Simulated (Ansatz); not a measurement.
# C2H11AlSi: molecular dynamics, part 2 of 2

Aim: let a guess near a reaction's saddle point go and see which way it falls. Runs: 150 steps of 0.5 fs at constant energy, with velocities drawn for 1000 K; 150 steps of 0.5 fs at constant energy, with velocities drawn for 100 K. Reaction type: exchange4.

Ansatz 0.2.0; UKS BLYP/STO-3G. The steps go on from the part before.

## (8) The trajectory

The trajectory, every 11 steps (energies from step 0):

| time (fs) | T (K) | potential energy change (meV/atom) | total energy change (meV/atom) | Al1–Si7 (Å) | H6–C2 (Å) | Al1–C2 (Å) |
| --- | --- | --- | --- | --- | --- | --- |
| 0.0 | 100 | 0.0 | 0.00 | 2.71 | 1.39 | 2.30 |
| 5.5 | 360 | -29.4 | -0.30 | 2.69 | 1.00 | 2.31 |
| 11.0 | 600 | -56.0 | -0.06 | 2.62 | 1.31 | 2.44 |
| 16.5 | 995 | -100.9 | -0.59 | 2.51 | 1.01 | 2.58 |
| 22.0 | 1137 | -116.2 | -0.06 | 2.36 | 1.29 | 2.75 |
| 27.5 | 1272 | -131.7 | -0.34 | 2.19 | 0.99 | 2.92 |
| 33.0 | 985 | -99.2 | -0.08 | 2.08 | 1.30 | 3.15 |
| 38.5 | 1026 | -103.7 | 0.02 | 2.07 | 0.98 | 3.39 |
| 44.0 | 1179 | -120.9 | -0.06 | 2.16 | 1.29 | 3.64 |
| 49.5 | 1319 | -136.5 | 0.06 | 2.31 | 0.99 | 3.87 |
| 55.0 | 1161 | -118.8 | 0.06 | 2.45 | 1.27 | 4.10 |
| 60.5 | 1158 | -118.6 | -0.09 | 2.56 | 1.01 | 4.35 |
| 66.0 | 962 | -96.5 | 0.05 | 2.62 | 1.22 | 4.58 |
| 71.5 | 1055 | -107.0 | -0.05 | 2.65 | 1.06 | 4.83 |
| 75.0 | 1120 | -114.4 | -0.17 | 2.63 | 1.23 | 4.97 |

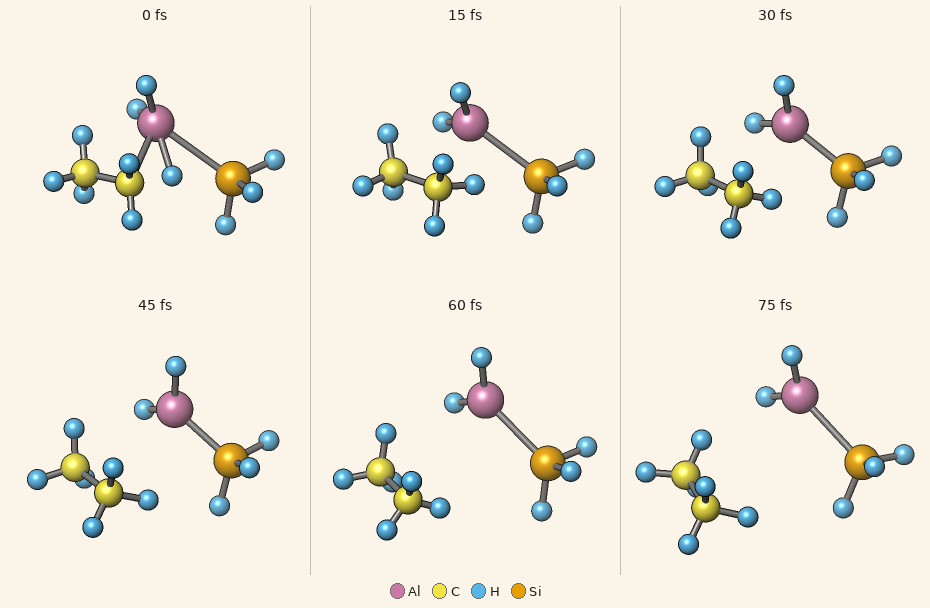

Six frames of the run, seen from a chosen angle. Sticks join atoms within a bonding distance in each frame.

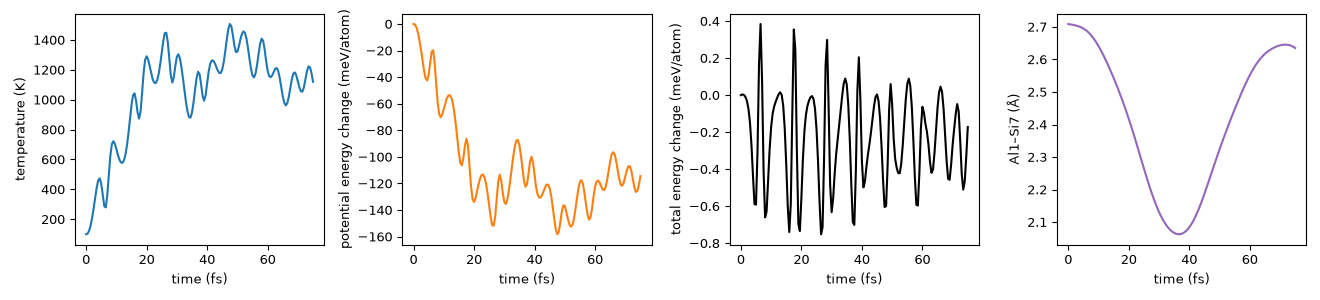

Time series of the run, each on its own scale.

Bonds that form or break, judged by distance (formed within 1.15 times the sum of covalent radii and held on average over 12 fs, broken when stretched by half; pairs already stretched at the start don't count as bonds):

| time (fs) | bond | event |
| --- | --- | --- |
| 4.0 | C2–H6 | forms |
| 13.0 | Al1–Si7 | forms |
| 25.5 | Al1–H6 | breaks |

## (9) Positions and forces

Positions (Å) and forces (eV/Å):

```xyz
15
time_fs=10.5 T=631 dE=-0.8942
Al   -1.199    0.602    0.136    0.535    1.527   -2.635
C     0.804   -0.604    0.787   -0.660    0.965   -2.847
C    -0.329   -1.710    0.899    0.580    0.423    0.910
H    -1.183    1.052    1.567   -0.184    0.357    0.031
H    -2.338   -0.211   -0.519    0.489    0.334    0.292
H     0.664    0.241   -0.167    0.051   -2.293    2.654
Si    0.490    1.641   -1.596   -1.720   -0.952    1.022
H     0.949   -0.037    1.703    0.203    0.128    0.740
H     1.729   -1.077    0.454    0.636   -0.490    0.182
H     0.048   -2.426    1.628    0.217   -0.852    0.394
H    -0.536   -2.232   -0.035    0.005   -0.216   -0.629
H    -1.284   -1.356    1.335   -0.038    0.117   -0.037
H     1.088    0.675   -2.527   -0.292    0.033    0.037
H     1.665    2.172   -0.964    0.402    0.402    0.311
H    -0.009    2.703   -2.421   -0.223    0.516   -0.426
15
time_fs=21.5 T=1176 dE=-1.8094
Al   -1.183    0.731   -0.002    1.031    0.797   -1.555
C     0.946   -0.750    0.859   -1.558    0.922   -2.307
C    -0.308   -1.766    0.955    1.116    0.488    0.302
H    -1.157    1.244    1.369   -0.265    0.450    0.973
H    -2.097   -0.308   -0.505   -0.824   -0.339   -0.292
H     0.835    0.032   -0.133    0.561   -2.434    3.038
Si    0.393    1.627   -1.535   -1.198   -0.409    0.233
H     1.074   -0.163    1.772   -0.175    0.510    0.485
H     1.860   -1.344    0.754    0.420   -0.237   -0.525
H     0.024   -2.636    1.528    0.104   -0.445    0.496
H    -0.548   -2.137   -0.044   -0.287   -0.130   -0.521
H    -1.232   -1.370    1.440    0.406    0.095   -0.119
H     0.925    0.625   -2.440    0.217   -0.086   -0.058
H     1.480    2.205   -0.820    0.856    0.270    0.284
H    -0.023    2.682   -2.407   -0.403    0.548   -0.436
15
time_fs=32.0 T=1144 dE=-1.7582
Al   -1.164    0.877   -0.161   -2.976   -0.800    3.140
C     1.051   -0.981    0.987    1.311    2.244   -3.834
C    -0.202   -1.842    1.012   -1.605    0.662    0.346
H    -1.391    1.526    1.192    0.109   -0.027   -0.024
H    -2.135   -0.185   -0.509   -0.472   -0.469   -0.389
H     1.129   -0.272   -0.036   -0.584   -1.851    2.944
Si    0.285    1.628   -1.477    3.070    1.740   -2.745
H     1.104   -0.308    1.843    0.302    0.300    0.639
H     1.958   -1.579    0.883    0.636   -0.403    0.396
H    -0.085   -2.799    1.522    0.257   -0.528    0.351
H    -0.610   -2.015    0.013   -0.015   -0.394   -0.566
H    -0.980   -1.253    1.550   -0.137   -0.433    0.061
H     0.863    0.602   -2.317    0.078   -0.136   -0.339
H     1.442    2.192   -0.795    0.003    0.154   -0.015
H    -0.187    2.672   -2.387    0.021   -0.059    0.037
15
time_fs=43.0 T=1222 dE=-1.8878
Al   -1.269    0.986   -0.223   -3.243   -0.587    2.494
C     1.254   -1.207    1.108   -1.158    2.311   -2.477
C    -0.175   -1.937    1.085    1.087   -0.353    0.840
H    -1.604    1.819    1.062    0.208   -0.712   -0.668
H    -2.287   -0.066   -0.715    0.409    0.318    0.284
H     1.286   -0.484    0.077    0.527   -2.196    3.227
Si    0.285    1.680   -1.515    2.339    1.480   -1.762
H     1.312   -0.550    2.008   -0.079    0.136   -0.292
H     2.122   -1.893    1.205   -0.170   -0.115   -0.694
H    -0.065   -2.930    1.563   -0.099   -0.092   -0.012
H    -0.549   -2.107    0.062   -0.103    0.148   -0.147
H    -0.918   -1.386    1.705    0.031    0.115   -0.379
H     0.820    0.632   -2.370    0.165    0.122   -0.213
H     1.438    2.319   -0.825   -0.498   -0.171   -0.519
H    -0.370    2.688   -2.403    0.585   -0.405    0.319
15
time_fs=53.5 T=1346 dE=-2.0979
Al   -1.470    1.062   -0.210    0.657    0.145   -1.018
C     1.379   -1.410    1.234    1.180    1.150   -2.440
C    -0.093   -2.048    1.184    0.409    0.691   -0.610
H    -1.790    1.880    1.051    0.000   -0.414   -0.263
H    -2.405   -0.019   -0.826    0.364    0.510    0.566
H     1.787   -0.736    0.267   -1.986   -1.770    2.524
Si    0.361    1.757   -1.617   -0.923    0.797    0.345
H     1.555   -0.762    2.131   -0.086   -0.533   -0.144
H     2.087   -2.271    1.204    0.062    0.269    0.521
H    -0.101   -3.077    1.615    0.078    0.380    0.025
H    -0.431   -2.123    0.133    0.087   -0.242   -0.194
H    -0.872   -1.438    1.686    0.250    0.068    0.324
H     0.912    0.793   -2.573    0.087    0.026    0.292
H     1.480    2.552   -1.020   -0.493   -0.666   -0.244
H    -0.286    2.763   -2.510    0.312   -0.411    0.314
15
time_fs=64.5 T=1083 dE=-1.6554
Al   -1.641    1.156   -0.231    2.366    0.029   -2.050
C     1.496   -1.680    1.373    2.012    2.051   -1.443
C     0.034   -2.114    1.247   -0.804   -1.867    0.897
H    -2.018    1.749    1.065    0.019    0.653    0.801
H    -2.564    0.053   -0.677   -0.040   -0.154   -0.306
H     1.658   -0.950    0.387    0.477   -1.874    3.077
Si    0.400    1.844   -1.709   -1.536   -0.334    1.113
H     1.702   -1.130    2.367   -0.355   -0.338   -1.493
H     2.216   -2.571    1.392   -0.715    1.008   -0.618
H    -0.102   -3.106    1.771   -0.125    0.585   -0.401
H    -0.260   -2.255    0.182   -0.130    0.177    0.303
H    -0.621   -1.405    1.781   -0.359    0.269   -0.325
H     1.088    0.885   -2.580   -0.401   -0.242    0.218
H     1.553    2.545   -1.131   -0.325   -0.066    0.337
H    -0.115    2.821   -2.658   -0.084    0.102   -0.110
15
time_fs=75.0 T=1120 dE=-1.7165
Al   -1.726    1.258   -0.303    2.752    0.840   -1.540
C     1.642   -1.917    1.495    2.223    2.437   -0.573
C     0.105   -2.220    1.342   -0.122   -0.390   -0.811
H    -2.026    1.837    1.046    0.057    0.365    0.299
H    -2.630    0.157   -0.715   -0.439   -0.528   -0.415
H     2.072   -1.059    0.723   -1.636   -2.258    1.733
Si    0.370    1.918   -1.758   -2.954   -1.802    1.969
H     1.807   -1.409    2.533    0.082   -1.351   -1.397
H     2.343   -2.816    1.306   -1.147    0.992    0.690
H    -0.245   -3.135    1.917    0.465    0.850   -0.381
H    -0.174   -2.350    0.266    0.234   -0.354    0.273
H    -0.478   -1.337    1.656   -0.101    0.075    0.472
H     0.955    0.743   -2.404   -0.004    0.134   -0.034
H     1.400    2.480   -0.947    0.638    0.421    0.325
H     0.044    2.849   -2.787   -0.049    0.570   -0.608
```

Reading of run 2. At the last frame the bonds meant to form are there and those meant to break are gone: it fell to the products. The temperature starts at 100 K and averages 1217 K in the second half, where it ranges from 962 to 1507 K; the start was no minimum (force components up to 2.2 eV/Å), and the potential energy that it sheds (125 meV/atom) turns into motion, which in so few atoms is no thermal temperature. The total energy strays from its start by at most 0.75 meV/atom, 0.6 % of the mean kinetic energy, which is good for a step of 0.5 fs. Bonds change: the first event comes at 4.0 fs (C2–H6 forms). By that distance rule the pieces at the end are AlH5Si + C2H6; a long dative bond can count as broken.

## (10) Outcome

What follows sums up all 2 parts.

```
                                 quantity                                     value
                            run 1: length                       150 steps of 0.5 fs
  run 1: temperature, first and last step                           1000 and 1693 K
          run 1: temperature, second half          mean 1735 K, from 1422 to 2136 K
     run 1: potential energy, second half   -82 meV/atom from this run's first step
run 1: largest change of the total energy                             0.52 meV/atom
            run 1: bonds formed or broken                                         3
                            run 2: length                       150 steps of 0.5 fs
  run 2: temperature, first and last step                            100 and 1120 K
          run 2: temperature, second half           mean 1217 K, from 962 to 1507 K
     run 2: potential energy, second half  -125 meV/atom from this run's first step
run 2: largest change of the total energy                             0.75 meV/atom
            run 2: bonds formed or broken                                         3
```

What this shows: Mean temperatures of the second halves: 1735 K, 1217 K. Bonds changed in run 1, run 2. Run 1: at the last frame the bonds meant to form are there and those meant to break are gone: it fell to the products. Run 2: at the last frame the bonds meant to form are there and those meant to break are gone: it fell to the products. A run of 75 fs with 15 atoms shows the motion but fixes no equilibrium value. The nuclei move classically, without zero-point motion, which matters most for hydrogen. In so small a basis the energies are only a sketch.
